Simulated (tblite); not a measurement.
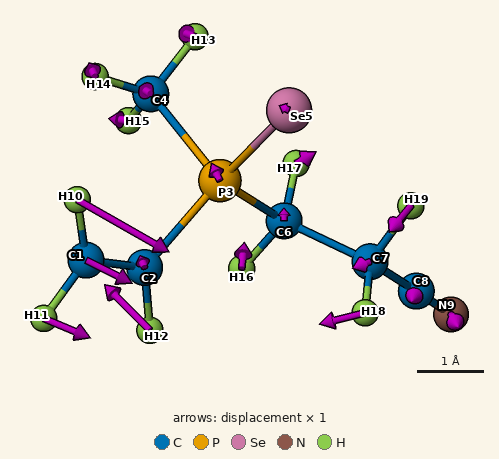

This is a relaxation of C$_{6}$H$_{10}$NPSe. The starting structure is drawn; purple arrows show the displacements, at their true length. The two geometries are superimposed by the best rigid fit.

The picture is a ball-and-stick view, seen at a tilt.

These are results of GFN2-xTB geometry optimisation, gas phase in tblite 0.8.0, not measurements. 

Describe the change and its energy.

The atom that moves furthest after the best rigid fit is H10 (1.65 Å). By element the largest moves are H 1.65 Å, C 0.81 Å, N 0.59 Å, P 0.34 Å, Se 0.18 Å. Near-neighbour distances that change, for instance: C7–H19 1.134 → 1.096 Å, C4–H13 1.120 → 1.090 Å, C7–C8 1.469 → 1.439 Å, P3–C6 1.822 → 1.851 Å. Bond angles that change, for instance: C4–P3–Se5 101.3° → 114.6°, C2–C1–H11 116.3° → 122.8°, P3–C4–H15 105.2° → 111.5°. Groups turn about C2–P3 by about 55°. Over 150 geometry steps the energy falls by 11.6 kcal/mol.
